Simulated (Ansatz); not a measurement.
System: WS2 (Tungstenite).

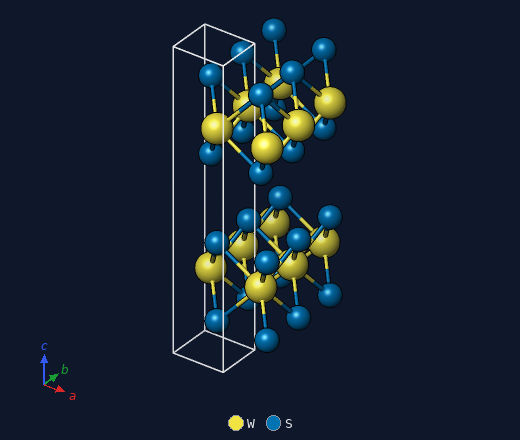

The structure (tungsten yellow, sulfur blue). 2×3×1 cells are drawn.

It takes space group P6_3/mmc (No. 194, hexagonal). Conventional cell: a = 3.153 Å, b = 3.153 Å, c = 12.323 Å, α = 90.00°, β = 90.00°, γ = 120.00°. Nearest to W lie 6 S at 2.40 Å. Nearest to S lie 3 W at 2.40 Å. Farther neighbours and most contacts between anions are not listed.

```cif
data_structure
_symmetry_space_group_name_H-M 'P 1'
_symmetry_Int_Tables_number 1
_cell_length_a 3.1532
_cell_length_b 3.1532
_cell_length_c 12.3230
_cell_angle_alpha 90.000
_cell_angle_beta 90.000
_cell_angle_gamma 120.000
_cell_volume 106.11
loop_
_atom_site_label
_atom_site_type_symbol
_atom_site_fract_x
_atom_site_fract_y
_atom_site_fract_z
_atom_site_occupancy
W1 W 0.33333 0.66667 0.25000 1
W2 W 0.66667 0.33333 0.75000 1
S3 S 0.33333 0.66667 0.62250 1
S4 S 0.66667 0.33333 0.12250 1
S5 S 0.33333 0.66667 0.87750 1
S6 S 0.66667 0.33333 0.37750 1
```

The cell and positions come from the Crystallography Open Database and are kept as given unless a step says otherwise. Spin-orbit coupling is left out unless a run names it.

Gaps computed with Ansatz 0.2.0 without a self-energy: PBE 0.98 eV, PBE+SOC 0.93 eV and HSE06 1.50 eV.

Q: Estimate the G0W0@PBE gap with 9×9×2 mesh, 1068 empty bands, screening to 270 eV, hard PAW files.

About 1.40 eV: on its mesh the run moves the gap from 1.08 eV by +0.43 eV, and the mesh misses the edges by 0.11 eV. Among the scalar-relativistic levels given, HSE06 is nearest (+0.10 eV). Spin-orbit coupling is not in that value; its −0.05 eV at the PBE level would bring it to about 1.36 eV. Bands and cutoff are finite, so the gap is not at the basis limit. The miss can reach some tenths of an eV and take either sign; the mesh is an error of its own. The many-body steps are scalar-relativistic: spin-orbit coupling is not in them.

[Paths, hosts, dates, memory and timing lines, banners, echoed tables and standing remarks are left out of the program output.]

[Logs are printed without paths, hosts, clocks, repeated set-up lines and the standing remarks that a program may print on its own settings, such as how far it seeks lower states.]

[Runs of the session that timed out or met a known fault of the program may be left out.]

[Cells called generated may have been cut or substituted from an entry of the Crystallography Open Database or the Materials Project.]

[Hosts, paths, dates, database ids (printed as entryN), source tags and the programs' standing remarks are cut or masked in the printed files.]
